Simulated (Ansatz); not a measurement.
# Geometry relaxation of Si2NH6F (part 1 of 2)

System: Si2NH6F.
Method: RKS PBE-D4/def2-SVP (Ansatz 0.2.0).

The geometry: force-field start. Figures and captions count atoms from 1; the log counts them from 0 in places.

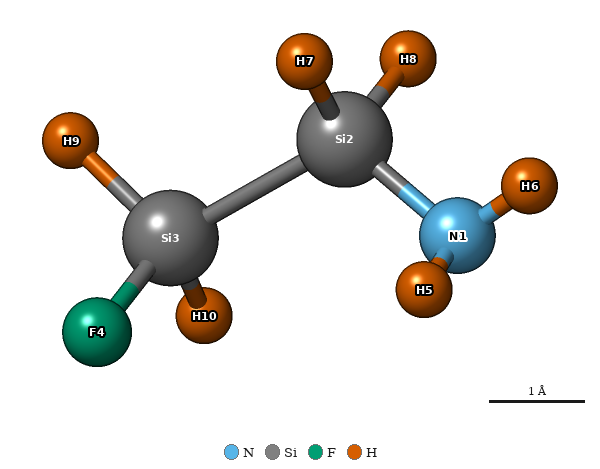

*The starting structure (ball-and-stick view, seen at a tilt; atoms are numbered from 1 in the order of the input).*

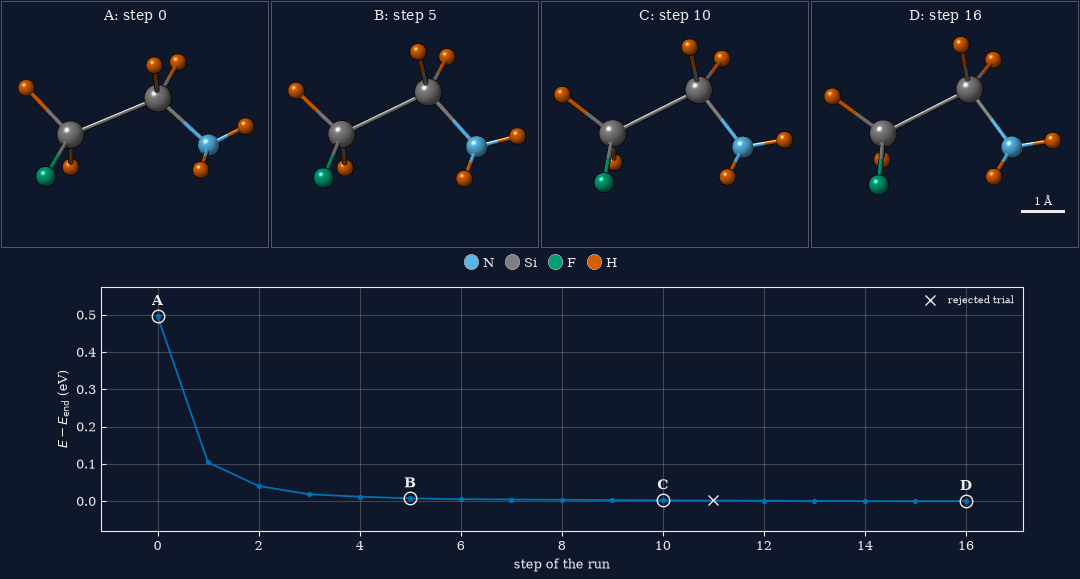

*Frames of the relaxation (ball-and-stick view, seen at a tilt) above the curves, on which the letters mark them (the first geometry is step 0 here and step 1 in the log).*

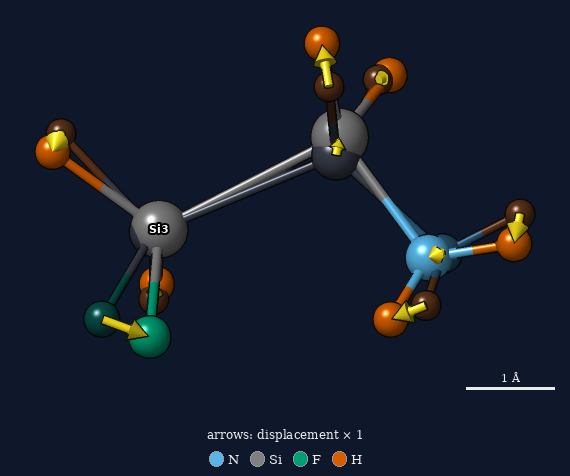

*Start (faint) and end (solid) with the displacements as yellow arrows, at true length (ball-and-stick view, seen at a tilt). The two geometries are laid on each other by the best rigid fit.*

Over 16 geometry steps the energy falls by 0.496 eV. The largest force component goes from 2.9 to 0.027 eV/Å. The line search rejected the trial step at point 11 (counted from 0) and went back. F4 moves most after the best rigid fit: 0.58 Å. By element the largest moves are F 0.58 Å, H 0.54 Å, N 0.22 Å, Si 0.21 Å. Among the contacts that change: N1–Si2 1.660 → 1.750 Å, Si3–F4 1.602 → 1.656 Å, Si2–H7 1.463 → 1.517 Å, Si2–Si3 2.308 → 2.355 Å. Among the angles that change: N1–Si2–Si3 115.6° → 101.7°, N1–Si2–H7 106.6° → 117.6°, H5–N1–H6 99.4° → 109.9°. (Atoms are counted from 1 in the order of the input.)

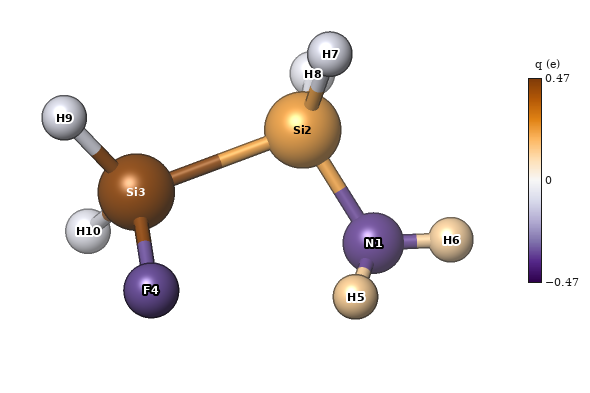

*Mulliken charges, as the colour of each atom (ball-and-stick view, seen at a tilt; atoms are numbered from 1 in the order of the input).*

By element: N −0.35, Si +0.24 to +0.45, F −0.32 and H −0.08 to +0.13 e.

The input and output of the run follow.

**Input file**
```yaml
crystal:
  periodic: [false, false, false]
  atoms:
    - {symbol: N, position_ang: [-1.142600, 0.029500, -1.417800]}
    - {symbol: Si, position_ang: [-0.503300, -0.611800, -0.026900]}
    - {symbol: Si, position_ang: [1.400600, 0.422900, 0.766500]}
    - {symbol: F, position_ang: [1.208200, 1.975700, 1.108300]}
    - {symbol: H, position_ang: [-1.510600, 1.012200, -1.245200]}
    - {symbol: H, position_ang: [-2.024200, -0.437500, -1.682300]}
    - {symbol: H, position_ang: [-1.559000, -0.553800, 0.984300]}
    - {symbol: H, position_ang: [-0.216200, -2.016900, -0.357100]}
    - {symbol: H, position_ang: [1.895800, -0.230100, 2.071600]}
    - {symbol: H, position_ang: [2.534500, 0.358700, -0.198600]}
basis:
  gaussian: {orbitals: def2-SVP}
hamiltonian: {xc: pbe, dispersion: d4}
relax: {f_tol: 0.03, max_steps: 200}
```

Run as:
```bash
ansatz run in.yaml --threads 2 --pin off --events-out ev --progress --plain --max-ram 4352MiB
```

**What the program printed**
```
Functional definition: PBE
  name "PBE"
  cite "Perdew, Burke & Ernzerhof, Phys. Rev. Lett. 77, 3865 (1996) doi:10.1103/PhysRevLett.77.3865"
  parent pbe
  parameter kappa = 0.804
  parameter beta = 0.06672455060314922
  exchange = pbe_x(kappa = kappa, mu = beta*pi^2/3)
  correlation = pbe_c(beta = beta)
1060 factors; their error is unknown
mean field evaluation 1: about -20031.6572 eV, gradient 6.5e1 eV
mean field evaluation 2: about -19975.0862 eV, gradient 1.4e2 eV
mean field evaluation 4: about -20039.7818 eV, gradient 1.3e1 eV
mean field evaluation 8: about -20040.0309 eV, gradient 1.7e-1 eV
mean field evaluation 16: about -20039.9460 eV, gradient 1.2e-4 eV
mean field -20039.94602088 eV, -736.4544327040 hartree, gradient 3.7e-5 eV, S^2 0.000000; 0 other end points of the search recorded, 0 dependent functions left out
the calculation of the forces begins
reference -20039.94605939 eV, -736.4544341191 hartree; 25, 25 occupied and 69, 69 virtual orbitals, 1060 factors
relax step   1: F+E_penalty+E_count = -20040.13919754 eV  Δ(F+E_penalty+E_count) = +0.000e0 eV  max|allowed force component| = 2.890e0 eV/Å  Δτ_max = 0.0000 Å  (26 SCF iters, accepted)
these checks for a lower state are left out or cut short: starts, cluster_reference, orbital_swaps, neighbouring_geometries, increment
1060 factors; their error is unknown
mean field -20040.33801755 eV, -736.4688383158 hartree, gradient 5.9e-6 eV, S^2 0.000000; 0 other end points of the search recorded, 0 dependent functions left out
[... from here on the field's lines of each further geometry are left out, up to the last ...]
relax step   2: F+E_penalty+E_count = -20040.53194536 eV  Δ(F+E_penalty+E_count) = -3.927e-1 eV  max|allowed force component| = 1.299e0 eV/Å  Δτ_max = 0.1935 Å  (27 SCF iters, accepted)
relax step   3: F+E_penalty+E_count = -20040.59493308 eV  Δ(F+E_penalty+E_count) = -6.299e-2 eV  max|allowed force component| = 4.443e-1 eV/Å  Δτ_max = 0.1159 Å  (27 SCF iters, accepted)
relax step   4: F+E_penalty+E_count = -20040.61724090 eV  Δ(F+E_penalty+E_count) = -2.231e-2 eV  max|allowed force component| = 2.277e-1 eV/Å  Δτ_max = 0.1662 Å  (26 SCF iters, accepted)
relax step   5: F+E_penalty+E_count = -20040.62373792 eV  Δ(F+E_penalty+E_count) = -6.497e-3 eV  max|allowed force component| = 1.167e-1 eV/Å  Δτ_max = 0.0703 Å  (28 SCF iters, accepted)
relax step   6: F+E_penalty+E_count = -20040.62837291 eV  Δ(F+E_penalty+E_count) = -4.635e-3 eV  max|allowed force component| = 6.027e-2 eV/Å  Δτ_max = 0.0584 Å  (27 SCF iters, accepted)
relax step   7: F+E_penalty+E_count = -20040.63031563 eV  Δ(F+E_penalty+E_count) = -1.943e-3 eV  max|allowed force component| = 5.873e-2 eV/Å  Δτ_max = 0.0442 Å  (26 SCF iters, accepted)
relax step   8: F+E_penalty+E_count = -20040.63134711 eV  Δ(F+E_penalty+E_count) = -1.031e-3 eV  max|allowed force component| = 4.618e-2 eV/Å  Δτ_max = 0.0463 Å  (27 SCF iters, accepted)
relax step   9: F+E_penalty+E_count = -20040.63206844 eV  Δ(F+E_penalty+E_count) = -7.213e-4 eV  max|allowed force component| = 7.887e-2 eV/Å  Δτ_max = 0.0564 Å  (27 SCF iters, accepted)
relax step  10: F+E_penalty+E_count = -20040.63295494 eV  Δ(F+E_penalty+E_count) = -8.865e-4 eV  max|allowed force component| = 9.874e-2 eV/Å  Δτ_max = 0.0606 Å  (27 SCF iters, accepted)
relax step  11: F+E_penalty+E_count = -20040.63355498 eV  Δ(F+E_penalty+E_count) = -6.000e-4 eV  max|allowed force component| = 1.491e-1 eV/Å  Δτ_max = 0.0852 Å  (28 SCF iters, accepted)
relax step  12: F+E_penalty+E_count = -20040.63347434 eV  Δ(F+E_penalty+E_count) = +8.065e-5 eV  max|allowed force component| = 1.693e-1 eV/Å  Δτ_max = 0.0514 Å  (27 SCF iters, rejected (line search))
relax step  13: F+E_penalty+E_count = -20040.63463495 eV  Δ(F+E_penalty+E_count) = -1.080e-3 eV  max|allowed force component| = 9.737e-2 eV/Å  Δτ_max = 0.0250 Å  (27 SCF iters, accepted)
relax step  14: F+E_penalty+E_count = -20040.63512220 eV  Δ(F+E_penalty+E_count) = -4.873e-4 eV  max|allowed force component| = 5.471e-2 eV/Å  Δτ_max = 0.0353 Å  (26 SCF iters, accepted)
relax step  15: F+E_penalty+E_count = -20040.63546583 eV  Δ(F+E_penalty+E_count) = -3.436e-4 eV  max|allowed force component| = 4.721e-2 eV/Å  Δτ_max = 0.0443 Å  (27 SCF iters, accepted)
relax step  16: F+E_penalty+E_count = -20040.63558429 eV  Δ(F+E_penalty+E_count) = -1.185e-4 eV  max|allowed force component| = 4.205e-2 eV/Å  Δτ_max = 0.0212 Å  (27 SCF iters, accepted)
the calculation of the forces begins
reference -20040.43741226 eV, -736.4724910043 hartree; 25, 25 occupied and 69, 69 virtual orbitals, 1060 factors
relax step  17: F+E_penalty+E_count = -20040.63564634 eV  Δ(F+E_penalty+E_count) = -6.204e-5 eV  max|allowed force component| = 2.669e-2 eV/Å  Δτ_max = 0.0128 Å  (28 SCF iters, accepted)
1060 factors; their error is unknown
mean field -20040.43737394 eV, -736.4724895961 hartree, gradient 2.1e-5 eV, S^2 0.000000; 1 other end points of the search recorded, 0 dependent functions left out
the calculation of the forces begins
reference -20040.43741226 eV, -736.4724910043 hartree; 25, 25 occupied and 69, 69 virtual orbitals, 1060 factors
Total energy: -20040.63568466 eV, -736.4797773804 hartree
Atom 0 at    -1.141679     0.185673    -1.266851 Å, force    -0.026694     0.014642    -0.000064 eV/Å
Atom 1 at    -0.559488    -0.802951     0.055093 Å, force    -0.002229     0.003686    -0.001202 eV/Å
Atom 2 at     1.361291     0.381435     0.728015 Å, force     0.005802    -0.001231     0.000274 eV/Å
Atom 3 at     0.932705     1.974370     0.581616 Å, force    -0.000258    -0.002836     0.000363 eV/Å
Atom 4 at    -1.134878     1.197203    -1.099489 Å, force     0.002308    -0.021217    -0.006270 eV/Å
Atom 5 at    -2.000649    -0.081602    -1.757191 Å, force     0.023853     0.005416     0.009517 eV/Å
Atom 6 at    -1.484121    -1.004549     1.241313 Å, force    -0.000827    -0.002026    -0.000745 eV/Å
Atom 7 at    -0.218607    -2.178859    -0.456050 Å, force     0.000552     0.000881     0.000394 eV/Å
Atom 8 at     1.787193     0.137859     2.152014 Å, force    -0.001778     0.001523    -0.004707 eV/Å
Atom 9 at     2.541434     0.140321    -0.175670 Å, force    -0.000728     0.001163     0.002440 eV/Å
Dipole moment:    -0.217426    -0.125824    -0.078668 e Å
```

**Trajectory as extended XYZ (Å, eV, eV/Å), 17 frames, from step=1 to step=17**
```
10
Properties=species:S:1:pos:R:3:forces:R:3 step=1 energy=-20040.13920
N    -1.1426    0.0295   -1.4178   -2.0642   2.8898  -2.5428
Si   -0.5033   -0.6118   -0.0269    0.6132  -0.9501   1.7403
Si    1.4006    0.4229    0.7665    1.0612  -1.3857   0.4932
F     1.2082    1.9757    1.1083   -0.4743   1.6213   0.2820
H    -1.5106    1.0122   -1.2452    0.7630  -0.9063  -0.3621
H    -2.0242   -0.4375   -1.6823    0.2964  -0.2891  -0.1997
H    -1.5590   -0.5538    0.9843   -0.4090  -0.2146   1.1722
H    -0.2162   -2.0169   -0.3571    0.3260  -0.6896   0.1345
H     1.8958   -0.2301    2.0716   -0.2799   0.0437  -0.4386
H     2.5345    0.3587   -0.1986    0.1676  -0.1195  -0.2790
10
Properties=species:S:1:pos:R:3:forces:R:3 step=2 energy=-20040.53194
N    -1.1259    0.0993   -1.4192   -1.2988   0.8848  -1.0710
Si   -0.5592   -0.6282    0.0245    0.6657  -0.4865   0.9795
Si    1.4291    0.4036    0.7476   -0.1379  -0.7050   0.0466
F     1.0819    1.9652    1.0542   -0.0380   0.7446   0.1670
H    -1.4578    1.0748   -1.2727    0.3861  -0.3422  -0.1292
H    -1.9632   -0.3840   -1.7992    0.4135   0.0604  -0.0243
H    -1.5505   -0.6279    1.1628   -0.0086  -0.0829   0.1860
H    -0.1771   -2.0505   -0.2674   -0.0796  -0.1512  -0.0270
H     1.8667   -0.2620    2.0387    0.0705   0.1023  -0.1413
H     2.5392    0.3586   -0.2665    0.0272  -0.0243   0.0136
10
Properties=species:S:1:pos:R:3:forces:R:3 step=3 energy=-20040.59493
N    -1.1522    0.0981   -1.4415   -0.4443   0.0206  -0.0310
Si   -0.5675   -0.6726    0.0246   -0.0128   0.0663   0.3807
Si    1.3841    0.4365    0.7693    0.2346   0.0350  -0.0781
F     1.1537    2.0441    1.0995   -0.1333  -0.2578  -0.0795
H    -1.3851    1.0961   -1.3272    0.1306  -0.1308  -0.0444
H    -1.9897   -0.3552   -1.8447    0.2555   0.0891   0.0205
H    -1.5060   -0.7098    1.2310    0.0268  -0.0154  -0.1721
H    -0.2305   -2.1182   -0.2766    0.0324   0.1614  -0.0285
H     1.8911   -0.2217    2.0260   -0.0505   0.0019   0.0439
H     2.4853    0.3517   -0.2578   -0.0390   0.0298  -0.0115
```
